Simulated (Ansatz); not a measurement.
# CH7BrGe: geometry relaxation (part 2 of 2)

The same run, continued: CH7BrGe; RKS LDA/def2-SVP (Ansatz 0.2.0). The input holds or restrains some coordinates. It belongs to a series of runs on one base structure; here: pulled along the bonds that form and break, towards end B.

Geometry of the input (Å):
```
Ge 0.0000  0.0000  0.0000
H  0.0000  0.0000  1.9000
H  1.4616  0.0000  -0.5162
C  -0.9232  1.5994  -0.6527
H  -1.9758  1.3458  -0.8971
H  -0.9048  2.3840  0.1322
H  -0.4128  1.9760  -1.5636
H  -0.7300  -1.2648  -0.5162
Br 1.4092  -2.1399  0.8514
H  0.5283  -0.8023  1.9922
```

Trajectory as extended XYZ, continued:
```
10
Properties=species:S:1:pos:R:3:forces:R:3 step=4 energy=-127502.50992
Ge    0.1626   -0.2394   -0.3395   -0.1458   0.3585  -0.4316
H    -0.0728    0.1112    2.3803   -2.1556   3.2753   0.2494
H     1.6094    0.1056   -0.7180   -0.1623   0.4043  -0.8527
C    -0.8858    1.5205   -0.5816    0.2571  -0.4269   0.2950
H    -1.9460    1.3063   -0.8515    0.1563  -0.2158   0.2329
H    -0.8761    2.3462    0.1610    0.1425  -0.1697   0.1522
H    -0.3949    1.9244   -1.5086    0.0799  -0.2775   0.2870
H    -0.8530   -1.3411   -0.6834   -0.1779   0.2501  -0.7715
Br    1.3996   -2.1669    0.5143   -0.0286  -0.1054   0.9731
H     0.3095   -0.4686    2.3572    2.0344  -3.0930  -0.1338
10
Properties=species:S:1:pos:R:3:forces:R:3 step=5 energy=-127503.06885
Ge    0.1933   -0.2757   -0.3563   -0.0590   0.1603  -0.5766
H    -0.1150    0.1770    2.3651   -1.4690   2.2439  -0.0856
H     1.5728    0.1773   -0.8956   -0.2502  -0.0258  -0.5675
C    -0.8551    1.4681   -0.5273    0.1573  -0.2474   0.3325
H    -1.9157    1.2538   -0.7917    0.1338  -0.2060   0.2454
H    -0.8391    2.2995    0.2089    0.1465  -0.2014   0.1729
H    -0.3699    1.8678   -1.4558    0.0752  -0.2313   0.2071
H    -0.8746   -1.2884   -0.8449    0.1711   0.2021  -0.5842
Br    1.3775   -2.1594    0.6049   -0.2719   0.3945   0.6596
H     0.2783   -0.4218    2.4226    1.3662  -2.0887   0.1963
10
Properties=species:S:1:pos:R:3:forces:R:3 step=6 energy=-127503.58400
Ge    0.2115   -0.2995   -0.4203    0.0675  -0.0339  -0.4549
H    -0.1490    0.2317    2.2702   -0.4401   0.6850  -0.0859
H     1.5372    0.1770   -1.0777   -0.2543  -0.2025  -0.3441
C    -0.8298    1.4264   -0.4632    0.1350  -0.2416   0.2142
H    -1.8936    1.2074   -0.7040    0.1073  -0.1387   0.2222
H    -0.7894    2.2455    0.2849    0.1680  -0.2429   0.1830
H    -0.3591    1.8259   -1.3960   -0.0161  -0.0897   0.1292
H    -0.8511   -1.2573   -1.0322    0.3164   0.1561  -0.3829
Br    1.3388   -2.0923    0.7228   -0.3995   0.6044   0.2903
H     0.2371   -0.3666    2.5455    0.3158  -0.4962   0.2289
10
Properties=species:S:1:pos:R:3:forces:R:3 step=7 energy=-127503.95294
Ge    0.2356   -0.3210   -0.5061    0.1126  -0.2044  -0.0408
H    -0.1829    0.2810    2.1598   -0.5561   0.8615  -0.3895
H     1.5117    0.1290   -1.2457   -0.0269  -0.1495  -0.2349
C    -0.7998    1.3798   -0.3935    0.1565  -0.2573   0.0765
H    -1.8740    1.1562   -0.5757    0.1159  -0.0578   0.1834
H    -0.7078    2.1468    0.4061    0.1706  -0.2903   0.0640
H    -0.3831    1.8218   -1.3337   -0.1136   0.0096   0.1650
H    -0.7820   -1.2430   -1.2139    0.1839   0.0088  -0.2705
Br    1.2824   -2.0170    0.8379   -0.4490   0.7128  -0.1329
H     0.1523   -0.2353    2.5948    0.4061  -0.6334   0.5798
10
Properties=species:S:1:pos:R:3:forces:R:3 step=8 energy=-127504.17418
Ge    0.2489   -0.3352   -0.5578    0.2958  -0.4670  -0.1641
H    -0.2425    0.3725    2.0790   -0.8377   1.2976  -0.9226
H     1.5102    0.0662   -1.3504    0.0088  -0.0384  -0.1010
C    -0.7678    1.3280   -0.3315    0.0460  -0.0023   0.0126
H    -1.8529    1.1095   -0.4404    0.1220  -0.0218   0.1656
H    -0.6053    2.0267    0.5203    0.1211  -0.2686  -0.0756
H    -0.4300    1.8383   -1.2721   -0.1247  -0.0301   0.2629
H    -0.7114   -1.2510   -1.3498    0.0793   0.0056  -0.1143
Br    1.2402   -1.9541    0.8846   -0.4065   0.6207  -0.2087
H     0.0632   -0.1027    2.5482    0.6961  -1.0958   1.1454
10
Properties=species:S:1:pos:R:3:forces:R:3 step=9 energy=-127504.32097
Ge    0.2794   -0.3627   -0.6256    0.1836  -0.3404   0.1025
H    -0.3087    0.4756    1.9475   -0.7837   1.2555  -1.0416
H     1.5400    0.0504   -1.4110    0.0478  -0.0362  -0.0552
C    -0.7389    1.2784   -0.2721    0.0815  -0.3559   0.1714
H    -1.8254    1.0487   -0.2534    0.0910   0.0115   0.1021
H    -0.4658    1.9074    0.5995    0.0789  -0.1173  -0.0461
H    -0.5107    1.8464   -1.1954   -0.0511   0.1361  -0.1237
H    -0.6644   -1.2591   -1.4569    0.0658  -0.0289  -0.0687
Br    1.1862   -1.9143    0.9389   -0.3719   0.6019  -0.4225
H    -0.0392    0.0274    2.4586    0.6580  -1.1263   1.3817
10
Properties=species:S:1:pos:R:3:forces:R:3 step=10 energy=-127504.38613
Ge    0.2964   -0.3556   -0.6576    0.2844  -0.4313   0.1712
H    -0.3642    0.4664    1.9008   -0.7421   1.1896  -1.1479
H     1.5796    0.0554   -1.4087    0.0228  -0.0130  -0.0428
C    -0.7141    1.2621   -0.2494   -0.0257  -0.0956  -0.1114
H    -1.7851    1.0245   -0.0594    0.1748   0.0368   0.0585
H    -0.3204    1.9268    0.5486    0.0433  -0.1312  -0.1065
H    -0.6411    1.8010   -1.2284   -0.0762  -0.0398   0.1894
H    -0.6177   -1.2492   -1.5245    0.0379  -0.0014  -0.0438
Br    1.1391   -1.8866    0.9571   -0.3139   0.5342  -0.4837
H    -0.1199    0.0536    2.4515    0.5947  -1.0483   1.5170
10
Properties=species:S:1:pos:R:3:forces:R:3 step=11 energy=-127504.42978
Ge    0.3211   -0.3451   -0.6883    0.1753  -0.6838   0.0427
H    -0.3946    0.4667    1.8561   -0.6153   1.1037  -1.2562
H     1.6249    0.0649   -1.4067    0.0036   0.0264   0.0234
C    -0.7080    1.2314   -0.2451    0.1166   0.1040   0.0740
H    -1.7290    1.0165    0.1320    0.0950  -0.0768   0.0307
H    -0.1683    1.8870    0.4676   -0.0699   0.0594  -0.0465
H    -0.7994    1.7647   -1.2200    0.0142  -0.0290   0.0494
H    -0.5567   -1.2267   -1.6058    0.0555  -0.0455  -0.0153
Br    1.0682   -1.8559    0.9860   -0.2266   0.4720  -0.5741
H    -0.2057    0.0946    2.4543    0.4515  -0.9304   1.6721
10
Properties=species:S:1:pos:R:3:forces:R:3 step=12 energy=-127504.44094
Ge    0.3173   -0.3469   -0.7138    0.3594  -0.6160   0.1692
H    -0.4119    0.4491    1.8310   -0.5244   1.0611  -1.3633
H     1.6342    0.0719   -1.4020    0.0049   0.0005  -0.0183
C    -0.6860    1.2322   -0.2362   -0.0233   0.0248   0.0060
H    -1.6644    0.9964    0.2270    0.0078  -0.0050  -0.0037
H    -0.1141    1.9138    0.4229    0.0046   0.0182  -0.0037
H    -0.8661    1.7462   -1.2075    0.0001  -0.0143   0.0141
H    -0.5329   -1.2425   -1.6412    0.0030   0.0004  -0.0045
Br    1.0384   -1.8298    0.9938   -0.1874   0.3945  -0.6115
H    -0.2621    0.1079    2.4560    0.3554  -0.8641   1.8159
```

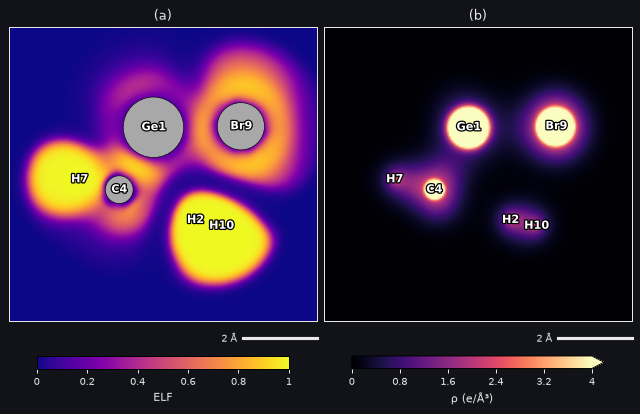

*(a) electron localisation function; (b) total electron density on the plane of atoms Ge1, C4 and H7. Grey discs, where drawn, cover atomic cores.*

Atoms in the plane: Ge, H, C and Br. C–Ge (1.93 Å): ρ at the midpoint is about 0.9 e/Å³; the ELF peaks at about 0.90 in the valence shell of C, 0.7 Å from its nucleus, and is about 0.65 at the midpoint. Ge–Br (2.37 Å): ρ is about 0.58 e/Å³ halfway; the ELF peaks at about 0.75 in the valence shell of Br, 1.0 Å from its nucleus, and is about 0.70 at the midpoint.

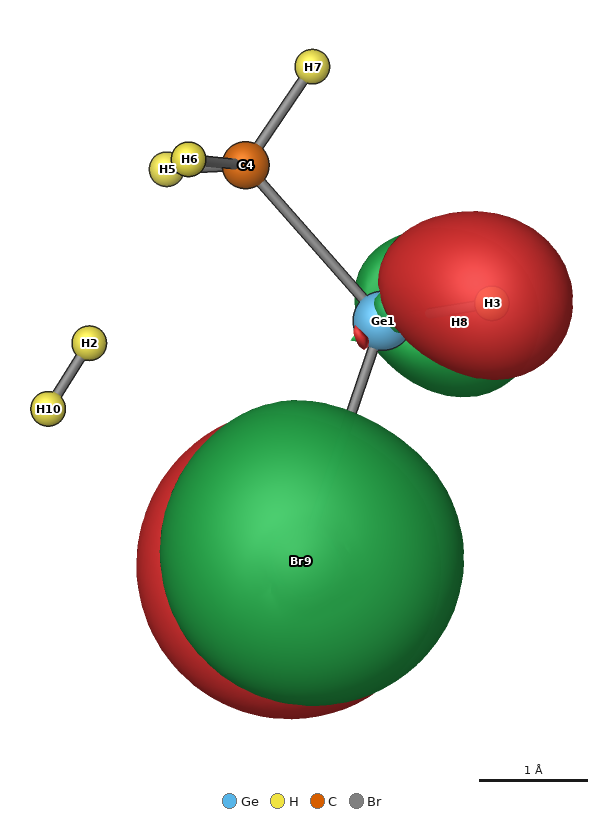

*The HOMO−1 at ±0.08 Å⁻³ᐟ² (green and red are the two phases), seen face on.*

Its energy is −6.59 eV.

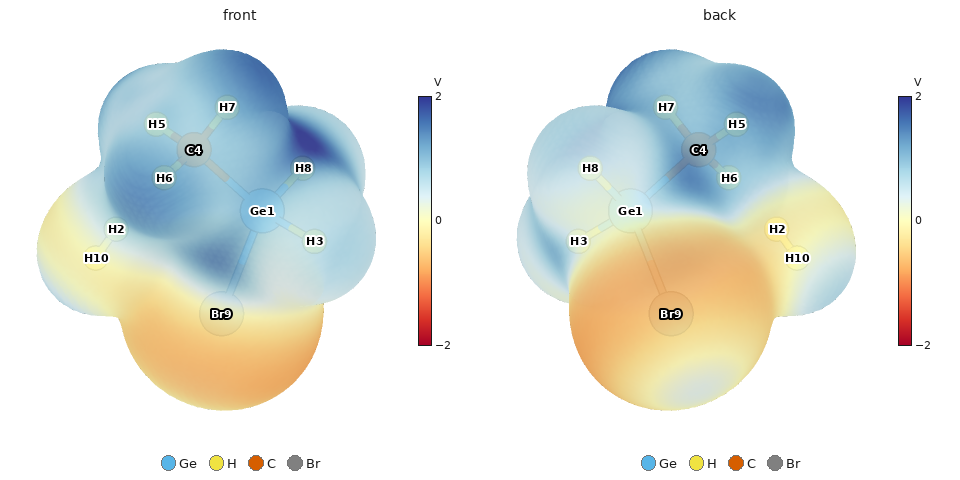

*The molecular electrostatic potential painted on the density surface at 0.004 e/bohr³, seen at a tilt and from behind; the colour scale runs from red (negative) to blue (positive).*

Results in brief:

- outcome: converged under the restraints of the input
- total energy: −127504.4410 eV
- mean-field energy: −127504.4410 eV
- largest force (length of the vector) at the end, held atoms and coordinates included: 2.042 eV/Å
- hardware: 4 threads of Arm Neoverse V1, 24 GiB of memory available, shared host
- wall time: 11 s (CPU time 40 s)
- peak memory: 0.17 GiB
